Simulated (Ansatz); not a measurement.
**H₁₀N₅Ta···H₂: density, localisation and related maps**

```xyz
18

Ta   -0.0368    0.0830    0.0670
N     2.0670    0.2987    0.0893
H     2.6020    0.3814    0.9322
H     2.6439    0.4826   -0.7104
N    -0.0659    0.0641    2.1036
H    -0.1389   -0.7485    2.6898
H     0.1831    0.8502    2.6794
N     0.2674   -0.1621   -1.9358
H    -0.4743   -0.3643   -2.5843
H     1.1445   -0.2350   -2.4176
N    -1.0443    1.7919   -0.0330
H    -1.6153    2.1628    0.7033
H    -1.0878    2.3702   -0.8506
N    -1.2362   -1.5306    0.0833
H    -1.9170   -1.7161    0.7967
H    -1.2368   -2.2636   -0.6007
H     1.4597   -2.4967    0.4767
H     1.9042   -1.9483    0.3863
```

Core potentials replace the inner electrons of Ta; not at a stationary point (largest force 1.7 eV/Å).

These are results of Ansatz 0.2.0, RHF/def2-SVP, not measurements.

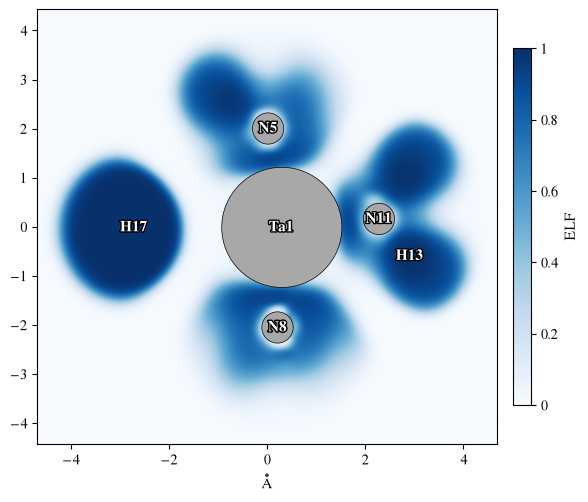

Figure 1. Electron localisation function on the plane of atoms N8, Ta1 and N11. Grey discs cover the atomic cores.

**Read the bonding off the picture.**

The section cuts through Ta, N and H sites. Ta–N (1.99 Å): the ELF peaks at about 0.90 in the valence shell of N, 0.6 Å from its nucleus, and is about 0.30 at the midpoint. Ta–N (2.04 Å): the ELF peaks at about 0.90 in the valence shell of N, 0.7 Å from its nucleus, and drops to about 0.25 between the two atoms. N–H (1.00 Å): the ELF climbs to about 1 towards the hydrogen, as it does in any bond to H: a covalent bond by its length.

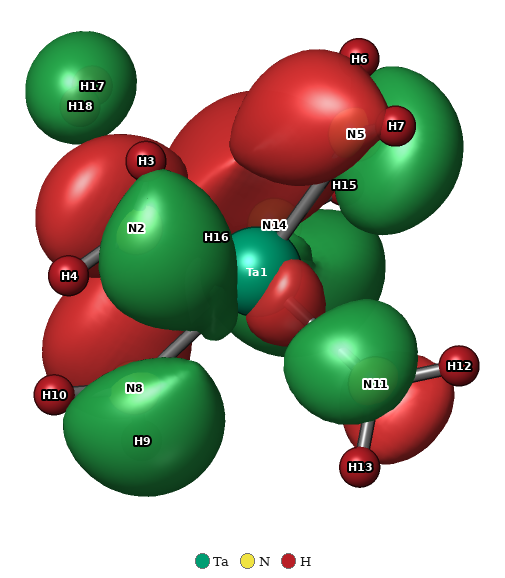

Figure 2. The HOMO−1 at ±0.08 Å⁻³ᐟ² (green and red are the two phases), seen across its widest extent.

**Describe this orbital and give its energy.**

By Hirshfeld shares it lies mainly on N14 (about 30 %), N8 (about 15 %), N2 (about 10 %), Ta1 (about 10 %) and N5 (about 10 %). Its energy is −10.22 eV.

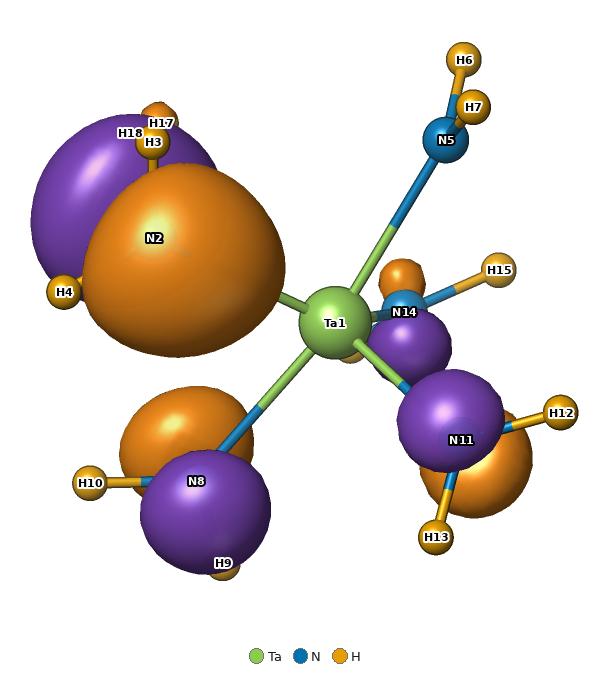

Figure 3. The HOMO at ±0.15 Å⁻³ᐟ² (orange and purple are the two phases), seen at a tilt.

**Where does this orbital lie, and at what energy?**

It lies mainly on N2 (about 55 %), N8 (about 15 %) and N11 (about 10 %); largely a combination of lone pairs on N2, N8 and N11. Its energy is −9.41 eV.
